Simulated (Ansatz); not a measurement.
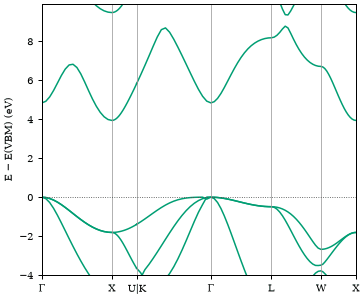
Fig. 1. Band structure from DFT-r²SCAN in the program Ansatz with PAW potentials

Task: Read off the gap and where the band edges lie.

Result: About 3.9 eV (3.94 eV by a search for the band edges); maximum at Γ, minimum at X.

Task: Pick the material that matches.
A) BeTe, zinc blende
B) KI, rock salt
C) SrTe, rock salt
D) AlN, zinc blende

Result: D, AlN, zinc blende

Space group F-43m (zinc blende). The r²SCAN relaxation kept the symmetry of its start.

Potentials: the later of the program's two PAW sets.
